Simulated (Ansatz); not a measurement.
# BrF2H3Si: the cost of one run

The runs use Ansatz 0.2.0, Gaussian basis; PBE0-D4, def2-SVP first, then def2-TZVP.

152 further runs of the same task are left out: 152 set aside as unsound or not needed. Runs told in other sessions of the task aren't counted.

### 1 The starting structure

The guess: 7 atoms, charge 0, spin multiplicity 1.

Atoms are counted from 1 here; the program's logs count them from 0.

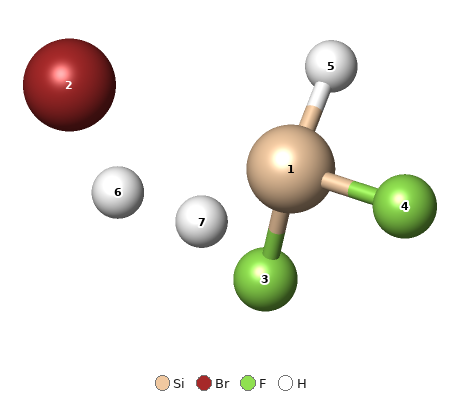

Start geometry, drawn with silicon light orange, bromine red, fluorine green, hydrogen white; atoms are numbered from 1 in the order of the file.

Coordinates:

```xyz
7
charge 0, multiplicity 1
Si   -0.39820    0.19900    0.42610
Br    0.99930   -1.98730   -0.41700
F    -1.51590    0.00080   -0.67650
F    -0.57580    1.73190    0.87100
H    -0.60330   -0.48640    1.66810
H     1.26630   -0.16800   -1.10380
H     0.82750    0.71000   -0.76780
```

Distances that are to change: Si1–H7 1.79 Å, Br2–H6 1.96 Å, Si1–Br2 2.73 Å, H6–H7 1.04 Å.

### 2 Constrained relaxation of the guess

The input, hold/in.yaml:

```yaml
crystal:
  periodic: [false, false, false]
  atoms:
    - {symbol: Si, position_ang: [-0.398200, 0.199000, 0.426100]}
    - {symbol: Br, position_ang: [0.999300, -1.987300, -0.417000]}
    - {symbol: F, position_ang: [-1.515900, 0.000800, -0.676500]}
    - {symbol: F, position_ang: [-0.575800, 1.731900, 0.871000]}
    - {symbol: H, position_ang: [-0.603300, -0.486400, 1.668100]}
    - {symbol: H, position_ang: [1.266300, -0.168000, -1.103800]}
    - {symbol: H, position_ang: [0.827500, 0.710000, -0.767800]}
basis:
  gaussian: {orbitals: def2-SVP}
hamiltonian: {xc: pbe0, dispersion: d4}
relax: {f_tol: 0.04, max_steps: 150, escape_saddle: false, constraints: [{distance: [0, 6]}, {distance: [1, 5]}, {distance: [0, 1]}, {distance: [5, 6]}]}
```

Launch:

```console
$ ansatz run in.yaml --threads 4 --pin off --events-out ev --progress --plain --max-ram 9574MiB
```

**Question.** How long does this run take on 4 threads of Arm Neoverse V1, shared host?

About 14 s.
